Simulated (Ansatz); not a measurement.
**A convergence test on CdS (Greenockite): k mesh of the density**

Wanted: the cheapest k mesh of the density that holds the PBE gap of CdS (Greenockite).

Calculated with Ansatz 0.2.0; DFT, PBE, plane waves, PAW.

## Step 1: The starting structure

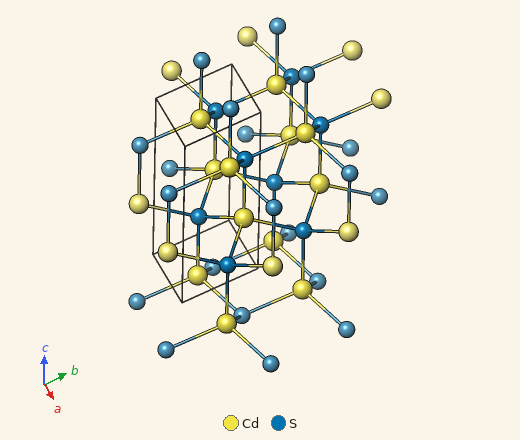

Start, viewed slightly off an axis; cadmium yellow, sulfur blue. 2×2×1 cells are drawn. Some periodic images of atoms are drawn too.

Structure file:

```cif
data_structure
_symmetry_space_group_name_H-M 'P 1'
_symmetry_Int_Tables_number 1
_cell_length_a 4.1370
_cell_length_b 4.1370
_cell_length_c 6.7144
_cell_angle_alpha 90.000
_cell_angle_beta 90.000
_cell_angle_gamma 120.000
_cell_volume 99.52
loop_
_atom_site_label
_atom_site_type_symbol
_atom_site_fract_x
_atom_site_fract_y
_atom_site_fract_z
_atom_site_occupancy
Cd1 Cd 0.66667 0.33333 0.00000 1
Cd2 Cd 0.33333 0.66667 0.50000 1
S3 S 0.66667 0.33333 0.37500 1
S4 S 0.33333 0.66667 0.87500 1
```

The cell and positions come from the Crystallography Open Database and are kept as given unless a step says otherwise. The default PAW set here is soft_2. Its files were made with PBE.

## Step 2: k mesh of the density: 3×3×2

The input, input.yaml:

```yaml
crystal:
  lattice:
    - [4.137, 0.0, 0.0]
    - [-2.0685, 3.5827470955, 0.0]
    - [0.0, 0.0, 6.7144]
  atoms:
    - { symbol: Cd, position: [0.6666666667, 0.3333333333, 0.0] }
    - { symbol: Cd, position: [0.3333333333, 0.6666666667, 0.5] }
    - { symbol: S, position: [0.6666666667, 0.3333333333, 0.375] }
    - { symbol: S, position: [0.3333333333, 0.6666666667, 0.875] }
kpoints:
  mp_grid: { grid: [3, 3, 2] }
  band_path:
    path:
      - [0.0, 0.0, 0.0]
      - [0.5, 0.0, 0.0]
      - [0.33333333, 0.33333333, 0.0]
      - [0.0, 0.0, 0.5]
      - [0.5, 0.0, 0.5]
      - [0.33333333, 0.33333333, 0.5]
    npoints: 1
hamiltonian:
  xc: pbe
scf:
  occupations: { method: fixed }
  n_extra_bands: 5
output:
  eigenvalues: true
```

Run with:

```console
$ ansatz run input.yaml --threads 3 --pin off --max-ram 92160MiB --backend cuda --events-out ev --progress --plain --runs-dir out --devices 1 --max-vram 13GiB
```

Numbers of over 12 decimals in the logs are rounded to 6 here.

The log of the run:

```text
scf.n_extra_bands = 5 over 26 filled bands (N_el = 52.0): the run solves 31 bands
GPUs: using 1 of 1 available (devices: 1).
Engine: ansatz 0.2.0, x86_64-unknown-linux-gnu
Pseudopotentials: kind: paw
Pseudopotential: Cd, paw, valence charge 20, recommended cutoff 420 eV (normal), Cd.paw.azcp
Pseudopotential: S, paw, valence charge 6, recommended cutoff 420 eV (normal), S.paw.azcp
Functional definition: PBE
  parameter kappa = 0.804
  parameter beta = 0.066725
  exchange = pbe_x(kappa = kappa, mu = beta*pi^2/3)
  correlation = pbe_c(beta = beta)
device memory: the entry about to start is reckoned to put 2.1 GiB on a device that reports 46.6 GiB free (of which the cap on the GPU budget leaves the run 13.0 GiB)
GPU FFT provider: cuFFT
GPU libraries: cuBLAS 13.8.2, cuFFT 12.4.0, cuSOLVER 12.3.4
Crystal: 4 atoms, lattice volume = 99.520 Å³
Basis set: ecut = 420 eV, 1943 PW (Γ)
Bands: 31, of which v1, the nominal top of the filled ones, is band 26 counted from 1 (25 counted from 0)
Symmetry: 12 space group operations
Space group: P63mc (ITA 186), of the structure as read, at distance tolerance 4.6e-5 Å
k-points: 6 of 18
Non-local potential: Cd, projectors of the file, l = 0: 3, l = 1: 2, l = 2: 2, l = 3: 1
Non-local potential: S, projectors of the file, l = 0: 2, l = 1: 2, l = 2: 2
PAW form: soft (Blöchl's): semilocal exchange-correlation on the pseudo side does not see the compensation charge
PAW one-centre angular grid: Cd, 590 points (default); XC on 64 Gauss nodes
PAW one-centre angular grid: S, 110 points (default); XC on 64 Gauss nodes
Initial density: superposition of atomic densities (neutral atoms: chi_scale 0, normalization atom), corrected by the library's trained network
Initial wavefunctions: pseudopotential atomic-orbital guess
GPU buffer pool allocated for 40500 grid points (all kernels)
GPU transforms: local potential and band sums: pruned to the plane-wave sphere, on 27×27×45
Functional: x = pbe(κ = 0.804, μ = 0.219515), c = pbe(β = 0.066725)
SCF iter   1: F=—  HF=-18315.463713 eV  |F-HF|=—  |Δ(HF+E_count)|=         —  Δρ=1.60e-3  dr2=3.26e-3  ethr=1.77e-3  ⟨swp⟩=4.7  Hψ=634  notcnv=0  defer=16
preconditioner: auto → Resta (q_TF=auto, 2.449 Å⁻¹)  ε∞=4.9  [insulator: Δε(μ)=1.213 eV  Ē_g=11.336 eV  n_scr=22 (ndim 8)  ℏωp=22.3 eV  f_vac=0.127  ε∞_Penn≈4.9]
SCF iter   2: F=—  HF=-18315.464615 eV  |F-HF|=—  |Δ(HF+E_count)|=   9.02e-4  Δρ=6.97e-4  dr2=5.73e-4  ethr=6.27e-6  ⟨swp⟩=2.0  Hψ=355  notcnv=0  defer=17
SCF iter   3: F=—  HF=-18315.465028 eV  |F-HF|=—  |Δ(HF+E_count)|=   4.13e-4  Δρ=2.31e-4  dr2=7.34e-5  ethr=1.10e-6  ⟨swp⟩=2.0  Hψ=271  notcnv=0  defer=17
SCF iter   4: F=—  HF=-18315.465990 eV  |F-HF|=—  |Δ(HF+E_count)|=   9.61e-4  Δρ=8.74e-5  dr2=8.61e-6  ethr=1.41e-7  ⟨swp⟩=2.3  Hψ=270  notcnv=0  defer=9
SCF iter   5: F=—  HF=-18315.465999 eV  |F-HF|=—  |Δ(HF+E_count)|=   9.49e-6  Δρ=3.11e-5  dr2=1.47e-6  ethr=1.66e-8  ⟨swp⟩=2.0  Hψ=284  notcnv=0  defer=13
SCF iter   6: F=—  HF=-18315.466001 eV  |F-HF|=—  |Δ(HF+E_count)|=   2.29e-6  Δρ=8.43e-6  dr2=1.01e-7  ethr=2.82e-9  ⟨swp⟩=2.0  Hψ=284  notcnv=0  defer=15
SCF iter   7: F=-18315.466002 eV  HF=-18315.466002 eV  |F-HF|=1.15e-8  |Δ(HF+E_count)|=   2.46e-7  Δρ=2.00e-6  dr2=5.60e-9  ethr=1.92e-10  ⟨swp⟩=7.5  Hψ=645  notcnv=0
SCF 1 converged in 7 iterations: F = -18315.466002 eV  dr2 = 5.60e-9
[...]
device memory: the entry about to start is reckoned to put 1.3 GiB on a device that reports 49.4 GiB free (of which the cap on the GPU budget leaves the run 13.0 GiB)
NSCF: frozen V_eff on 6 k-points
SCF converged after 7 iterations
Free energy (F): -18315.466002 eV
Harris-Foulkes:  -18315.466002 eV  (|F-HF|=1.15e-8)
Internal energy: -18315.466002 eV  (E = F + TS)
E sigma→0 (E₀):  -18315.466002 eV
Fermi energy:    6.909168 eV
--- Per-component energies (eV) ---
  E_band       = -1014.217414
  E_kinetic    = 1224.680503
  E_local      = -8044.100975  (includes V_loc(G=0)·N_el)
  E_nonlocal   = 124.316552
  E_hartree    = 3695.099657
  E_xc         = -548.064790
  E_vxc        = -618.589875  (∫ρ·V_xc dr)
  E_paw        = -9367.701195  (= ΣΔE_a)
  E_vpaw       = -1090.722536  (= ΣTr[D̂ρ^β])
  E_aug_tail   = 0.000032  (compensation charges beyond the density's cutoff)
  E_ewald      = -5399.695785
  E_smearing   = -0.000000  (= −TS)
  E_closure    = -0.000000  (closes the sum)
  Σ components = -18315.466002   (vs F -18315.466002, Δ=0.00e0)
--- Band table (eV; the first three rows and the last of 6) ---
  k-point 0: bands = [... 22 lower, 6.1368, 6.8598, 6.9092, 6.9092, 8.1072, 9.6830, 13.3372, 13.3372, ... 1 higher]
  k-point 1: bands = [... 22 lower, 6.5090, 6.5090, 6.5090, 6.5090, 9.7500, 9.7500, 13.0721, 13.0721, ... 1 higher]
  k-point 2: bands = [... 22 lower, 4.3717, 5.2730, 6.0714, 6.3507, 10.3350, 10.8893, 12.2552, 13.1046, ... 1 higher]
  k-point 5: bands = [... 22 lower, 4.4853, 4.4853, 5.7805, 5.7805, 11.2927, 11.2927, 12.9837, 12.9837, ... 1 higher]
```

The job ended after 5.3 s (1 × NVIDIA H100 80GB HBM3 (shared by 6 runs) with 3 threads of AMD EPYC 7R13 (Zen 3), shared host; peak memory 0.92 GiB).

This step gave:

| Quantity | Value |
| --- | --- |
| gap | 1.198 eV |
| valence top at | Γ |
| conduction bottom at | Γ |
| least direct gap | 1.198 eV |

The gap is direct, at Γ.

## Step 3: k mesh of the density: 6×6×2

Edit input.yaml of step 2 so:

```diff
@@ -11,3 +11,3 @@
 kpoints:
-  mp_grid: { grid: [3, 3, 2] }
+  mp_grid: { grid: [6, 6, 2] }
   band_path:
```

The log of the run:

```text
[...]
GPUs: using 1 of 1 available (devices: 1).
[...]
GPU FFT provider: cuFFT
GPU libraries: cuBLAS 13.8.2, cuFFT 12.4.0, cuSOLVER 12.3.4
Crystal: 4 atoms, lattice volume = 99.520 Å³
Basis set: ecut = 420 eV, 1943 PW (Γ)
Bands: 31, of which v1, the nominal top of the filled ones, is band 26 counted from 1 (25 counted from 0)
[... 1 set-up line as in the run before ...]
[...]
k-points: 14 of 72
[...]
--- Band table (eV; the first three rows and the last of 14) ---
  k-point 0: bands = [... 22 lower, 6.0969, 6.8244, 6.8662, 6.8662, 8.0854, 9.6690, 13.3240, 13.3240, ... 1 higher]
  k-point 1: bands = [... 22 lower, 6.4678, 6.4678, 6.4678, 6.4678, 9.7287, 9.7287, 13.0507, 13.0507, ... 1 higher]
  k-point 2: bands = [... 22 lower, 5.6736, 5.7824, 6.6202, 6.6820, 9.2237, 10.5252, 12.6143, 13.6757, ... 1 higher]
  k-point 13: bands = [... 22 lower, 4.4524, 4.4524, 5.7464, 5.7464, 11.2761, 11.2761, 12.9576, 12.9576, ... 1 higher]
[key lines of the parts left out:]
SCF converged after 6 iterations
Free energy (F): -18315.621335 eV
Fermi energy:    6.866230 eV
```

Wall time 6.2 s (1 × NVIDIA H100 80GB HBM3 (shared by 6 runs) with 3 threads); peak memory 0.9 GiB; 3 s of CPU time.

This step gave:

```yaml
gap: 1.219 eV
valence_top_at: Γ
conduction_bottom_at: Γ
least_direct_gap: 1.219 eV
```

The gap is 1.219 eV, +0.021 eV from the run before at this level.

## Step 4: k mesh of the density: 6×6×4 (the default)

input.yaml, the sections that differ from step 3:

```yaml
kpoints:
  mp_grid: { grid: [6, 6, 4] }
  band_path:
    path:
      - [[0.0, 0.0, 0.0], [0.5, 0.0, 0.0], [0.33333333, 0.33333333, 0.0], [0.0, 0.0, 0.0], [0.0, 0.0, 0.5], [0.5, 0.0, 0.5], [0.33333333, 0.33333333, 0.5], [0.0, 0.0, 0.5]]
      - [[0.5, 0.0, 0.5], [0.5, 0.0, 0.0]]
      - [[0.33333333, 0.33333333, 0.5], [0.33333333, 0.33333333, 0.0]]
    npoints: 10
scf:
  occupations: { method: fermi_dirac, width: 0.02 }
  n_extra_bands: 5
output:
  eigenvalues: true
  write_density: true
  write_potential: true
  elf: true
  volumetric_format: npy
# crystal, hamiltonian: as in step 3
```

The log of the run:

```text
[...]
GPUs: using 1 of 1 available (devices: 1).
[...]
GPU FFT provider: cuFFT
GPU libraries: cuBLAS 13.8.2, cuFFT 12.4.0, cuSOLVER 12.3.4
Crystal: 4 atoms, lattice volume = 99.520 Å³
Basis set: ecut = 420 eV, 1943 PW (Γ)
Bands: 31, of which v1, the nominal top of the filled ones, is band 26 counted from 1 (25 counted from 0)
[... 1 set-up line as in the run before ...]
[...]
--- Band table (eV; the first three rows and the last of 21) ---
  k-point 0: bands = [... 22 lower, 6.0976, 6.8235, 6.8671, 6.8671, 8.0855, 9.6692, 13.3244, 13.3244, ... 1 higher]
  k-point 1: bands = [... 22 lower, 6.2037, 6.2037, 6.7472, 6.7472, 8.9710, 9.7438, 13.1713, 13.3938, ... 1 higher]
  k-point 2: bands = [... 22 lower, 6.4686, 6.4686, 6.4686, 6.4686, 9.7289, 9.7289, 13.0502, 13.0502, ... 1 higher]
  k-point 20: bands = [... 22 lower, 4.4530, 4.4530, 5.7460, 5.7460, 11.2759, 11.2759, 12.9577, 12.9577, ... 1 higher]
[key lines of the parts left out:]
SCF converged after 6 iterations
Free energy (F): -18315.621972 eV
Fermi energy:    7.483841 eV
```

Wall time 9.8 s (1 × NVIDIA H100 80GB HBM3 (shared by 6 runs) with 3 threads); peak memory 0.92 GiB; 10 s of CPU time.

Numbers from this step:

- gap: 1.218 eV
- valence top at: Γ
- conduction bottom at: Γ
- least direct gap: 1.218 eV

The gap is 1.218 eV, −0.001 eV from the run before at this level.

## Step 5: k mesh of the density: 12×12×6

input.yaml, the sections that differ from step 4:

```yaml
kpoints:
  mp_grid: { grid: [12, 12, 6] }
  band_path:
    path:
      - [0.0, 0.0, 0.0]
      - [0.5, 0.0, 0.0]
      - [0.33333333, 0.33333333, 0.0]
      - [0.0, 0.0, 0.5]
      - [0.5, 0.0, 0.5]
      - [0.33333333, 0.33333333, 0.5]
    npoints: 1
scf:
  occupations: { method: fixed }
  n_extra_bands: 5
output:
  eigenvalues: true
# crystal, hamiltonian: as in step 4
```

The log of the run:

```text
[...]
GPUs: using 1 of 1 available (devices: 1).
[...]
GPU FFT provider: cuFFT
GPU libraries: cuBLAS 13.8.2, cuFFT 12.4.0, cuSOLVER 12.3.4
Crystal: 4 atoms, lattice volume = 99.520 Å³
Basis set: ecut = 420 eV, 1943 PW (Γ)
Bands: 31, of which v1, the nominal top of the filled ones, is band 26 counted from 1 (25 counted from 0)
[... 1 set-up line as in the run before ...]
[...]
--- Band table (eV; the first three rows and the last of 76) ---
  k-point 0: bands = [... 22 lower, 6.0963, 6.8224, 6.8657, 6.8657, 8.0848, 9.6688, 13.3239, 13.3239, ... 1 higher]
  k-point 1: bands = [... 22 lower, 6.1446, 6.2743, 6.8105, 6.8105, 8.5925, 9.7055, 13.3522, 13.3522, ... 1 higher]
  k-point 2: bands = [... 22 lower, 6.2787, 6.2787, 6.6627, 6.6627, 9.3123, 9.7780, 13.0017, 13.4589, ... 1 higher]
  k-point 75: bands = [... 22 lower, 4.4519, 4.4519, 5.7449, 5.7449, 11.2754, 11.2754, 12.9568, 12.9568, ... 1 higher]
[key lines of the parts left out:]
SCF converged after 6 iterations
Free energy (F): -18315.624382 eV
Fermi energy:    6.865679 eV
```

The job ended after 4.2 s (1 × NVIDIA H100 80GB HBM3 (shared by 6 runs) with 3 threads; peak memory 0.94 GiB).

Numbers from this step:

```
gap                  : 1.219 eV
valence top at       : Γ
conduction bottom at : Γ
least direct gap     : 1.219 eV
```

The gap is 1.219 eV, +0.001 eV from the run before at this level.

## Step 6: The series

Differences are against the last row; a negative gap means that bands overlap, and a run with a band path holds that path's time. Times are wall times on 1 × NVIDIA H100 80GB HBM3 (shared by 6 runs) with 3 threads of AMD EPYC 7R13 (Zen 3), shared host, good to a factor of about two.

```csv
k mesh of the density,gap (eV),direct gap (eV),gap error (eV),energy error (meV/atom),irreducible k,time
3×3×2,1.198,1.198,−0.021,+39.6,6,5.3 s
6×6×2,1.219,1.219,+0.0001,+0.8,14,6.2 s
6×6×4,1.218,1.218,−0.001,+0.6,21,9.8 s
12×12×6,1.219,1.219,+0.000,+0.0,76,4.2 s
```

## Step 7: Results

```json
{
 "3×3×2": "1.198 eV",
 "6×6×2": "1.219 eV",
 "6×6×4": "1.218 eV",
 "12×12×6": "1.219 eV"
}
```

In words: The gap holds to 0.02 eV from 6×6×2 on. At 3×3×2 the gap is off by −0.021 eV and the energy by +40 meV/atom. The gap is read over the mesh and added points near the edges, so meshes differ mainly through the density and, for a hybrid, the exchange operator.

[Paths, hosts, dates, memory and timing lines, banners, echoed tables and standing remarks are left out of the program output.]

[Logs are printed without paths, hosts, clocks, repeated set-up lines and the standing remarks that a program may print on its own settings, such as how far it seeks lower states.]

[Runs of the session that timed out or met a known fault of the program may be left out.]

[Cells called generated may have been cut or substituted from an entry of the Crystallography Open Database or the Materials Project.]

[Hosts, paths, dates, database ids (printed as entryN), source tags and the programs' standing remarks are cut or masked in the printed files.]
